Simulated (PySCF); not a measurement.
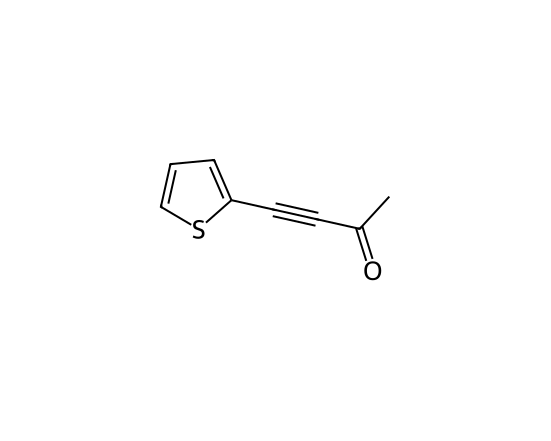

Question: Transcribe the drawing into SMILES.

Answer: CC(=O)C#Cc1cccs1

Question: Give the formula, hydrogens included.

Answer: C8H6OS.

Question: An optimisation with GFN2-xTB gave a structure of which point group?

Answer: Cs.

More results for the same structure follow; atom numbers are the same in all pictures, views and colours differ. The geometry was computed by an optimisation with GFN2-xTB. No frequency run is at hand to confirm it as a minimum.

### NMR shielding

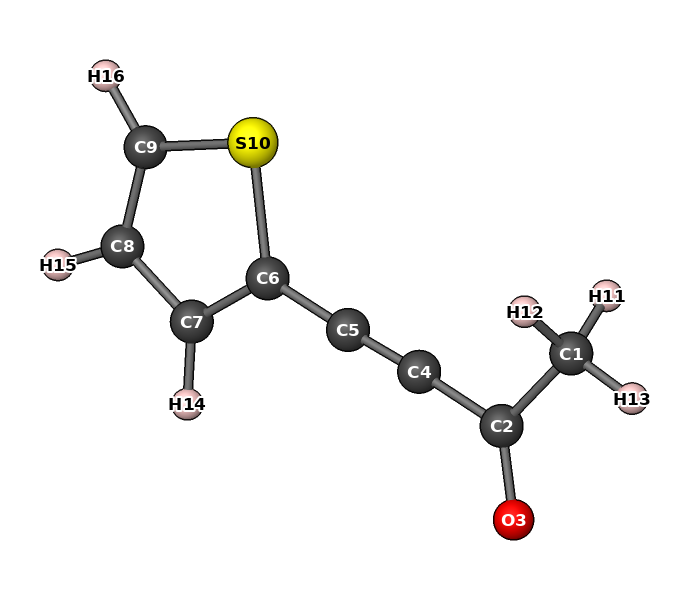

The questions are on isotropic NMR shieldings of the C atoms. No frequency run is at hand to confirm it as a minimum. Level of theory: GIAO PBE0/pcSseg-1 NMR shielding, non-relativistic, gas phase (PySCF 2.14.0).

Question: Which C atom is the most shielded (lowest chemical shift)?

Answer: C1 (151.0 ppm).

Question: Which C atom is the least shielded (highest chemical shift)?

Answer: C2 (0.8 ppm).

Question: How wide is the range of C shifts?

Answer: 150.2 ppm.

List the isotropic NMR shieldings of the C atoms.

```tsv
atom	σ (ppm)
C1	151.0
C2	0.8
C4	83.9
C5	97.1
C6	56.1
C7	41.4
C8	54.6
C9	44.7
```

### Electronic properties

No frequency run is at hand to confirm it as a minimum. Properties computed with PBE0/pcSseg-1, gas phase (PySCF 2.14.0).

Computed properties:

- dipole moment: 4.20 D
- HOMO energy (Kohn–Sham orbital): −7.01 eV
- LUMO energy (Kohn–Sham orbital): −2.21 eV
- HOMO–LUMO gap: 4.80 eV

### Charges

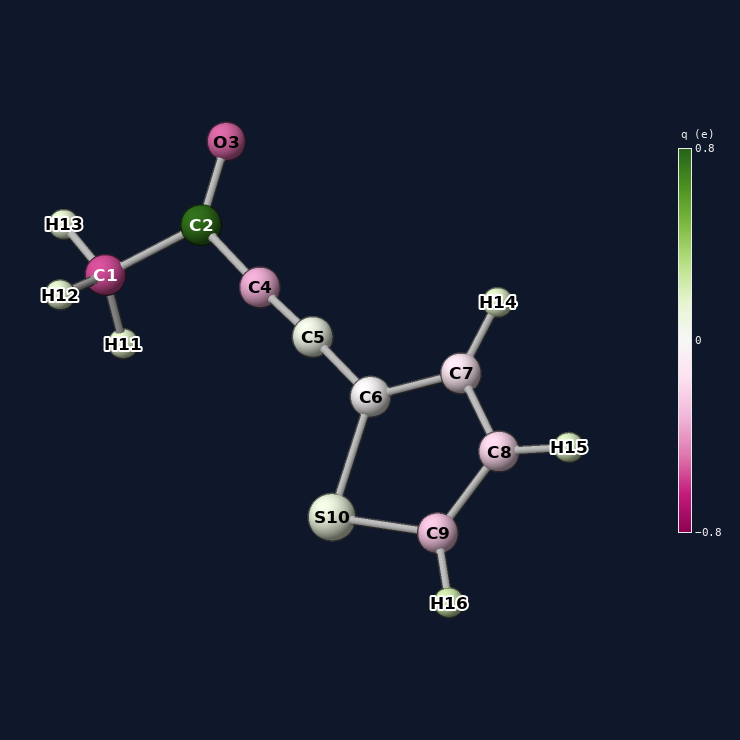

Atoms are coloured by their ESP-fitted charges. No frequency run is at hand to confirm it as a minimum. Method: PBE0/pcSseg-1, gas phase (PySCF 2.14.0).

Question: Which atom carries the highest charge (most positive or least negative)?

Answer: C2 (0.76 e).

Question: And the lowest?

Answer: C1 (−0.55 e).

List the ESP-fitted charges.

```
atom  value (e)
  C1      −0.55
  C2       0.76
  O3      −0.50
  C4      −0.34
  C5       0.06
  C6      −0.02
  C7      −0.11
  C8      −0.19
  C9      −0.26
 S10       0.10
 H11       0.16
 H12       0.16
 H13       0.14
 H14       0.17
 H15       0.18
 H16       0.23
```

### Quadrupole coupling

No frequency run is at hand to confirm it as a minimum. Electric field gradients from the ground-state density, PBE0/pcSseg-1 (PySCF 2.14.0), non-relativistic apart from any core potentials.

Give the largest field-gradient component, the quadrupole coupling constant and the asymmetry for 17O at O3 (Q = −25.6 mb), 33S at S10 (Q = −67.81 mb), 2H at H11 (Q = 2.86 mb), 2H at H13 (Q = 2.86 mb).

```tsv
atom	V_zz (a.u.)	e²qQ/h (MHz)	η
O3	−2.042	12.28	0.41
S10	1.853	−29.5	0.60
H11	0.312	0.209	0.03
H13	0.313	0.210	0.01
```
